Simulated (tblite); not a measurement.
# Frequency calculation of CH9NO3Si3

The run: frequency calculation of CH9NO3Si3. Method and program: GFN2-xTB harmonic vibrations, gas phase (tblite 0.8.0).

It belongs to a series of runs on one base structure; here: H on Si replaced by NHCH3.

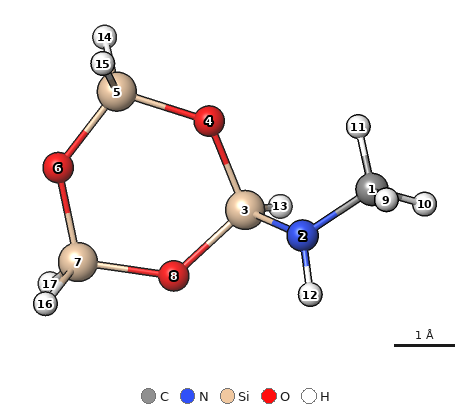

The input geometry (ball-and-stick view, seen at a tilt; atoms are numbered from 1 in the order of the input).

**Key numbers**

```json
{"quantity": "outcome", "value": "converged"}
{"quantity": "total energy", "value": "−745.6806 eV"}
{"quantity": "zero-point energy", "value": "69.4000 kcal/mol"}
{"quantity": "hardware", "value": "1 CPU thread, shared host"}
{"quantity": "wall time", "value": "0.63 s"}
{"quantity": "peak memory", "value": "0.18 GiB"}
```

**Input**
```
{"job": {"kind": "ir", "xc": "GFN2-xTB", "basis": "xTB"}, "charge": 0, "multiplicity": 1}
C      2.890284    -0.203320     0.020737
N      1.621467    -0.766665    -0.376431
Si     0.283959     0.223821    -0.762576
O     -0.085118     1.101626     0.554766
Si    -1.470066     1.168334     1.398212
O     -2.560505     0.175540     0.717273
Si    -2.422253    -0.872460    -0.516505
O     -0.928478    -0.792850    -1.137789
H      3.467744    -0.938447     0.582784
H      3.485236     0.129857    -0.836151
H      2.696591     0.656085     0.656720
H      1.733916    -1.609619    -0.919135
H      0.375487     1.188599    -1.854362
H     -1.986002     2.520066     1.247532
H     -1.187748     0.659192     2.730820
H     -2.577276    -2.211151     0.029066
H     -3.344234    -0.416579    -1.544871
```

The first line tells a small driver script what to run in tblite; the rest is the geometry in Å.

Run as:
```bash
OMP_NUM_THREADS=1 python <driver script> task.json out
```

**Output**
```
mode    cm-1     km/mol
  1      43.7      1.66
  2      72.0      0.20
  3      81.1      1.30
  4     110.3     12.98
  5     154.6      0.59
  6     166.5      0.05
  7     224.5     13.35
  8     261.5     26.44
  9     312.4     51.30
 10     316.2      0.93
 11     414.0      9.79
 12     530.7     72.19
 13     578.0      0.23
 14     584.5      1.24
 15     586.9      0.43
 16     606.9    306.83
 17     631.6     30.20
 18     637.1     44.66
 19     649.1     24.70
 20     654.4      2.19
 21     726.0    199.15
 22     774.6    548.32
 23     785.3    224.89
 24     801.6     93.33
 25     816.5    299.45
 26     858.0     78.38
 27     954.1      1.66
 28    1047.2    705.21
 29    1053.2    684.88
 30    1063.7    176.64
 31    1114.2      6.37
 32    1164.4     58.54
 33    1356.7    102.14
 34    1416.1      1.11
 35    1489.8      4.35
 36    1499.8      2.13
 37    2288.0    182.49
 38    2317.8     24.36
 39    2326.9    931.46
 40    2338.8    196.95
 41    2344.4    106.44
 42    2915.2     79.91
 43    2983.6     47.02
 44    3043.9     21.26
 45    3449.8      5.82
```

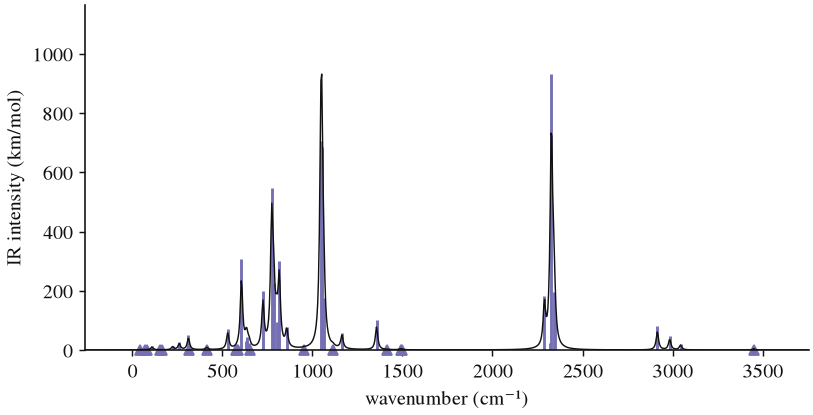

Harmonic infrared spectrum, unscaled: sticks (degenerate modes added up, dark ones marked on the axis) with a Lorentzian envelope of 16 cm⁻¹ full width, scaled to the tallest stick. 45 modes from 44 to 3450 cm⁻¹, none imaginary. The strongest line is at 2327 cm⁻¹ (931 km/mol).
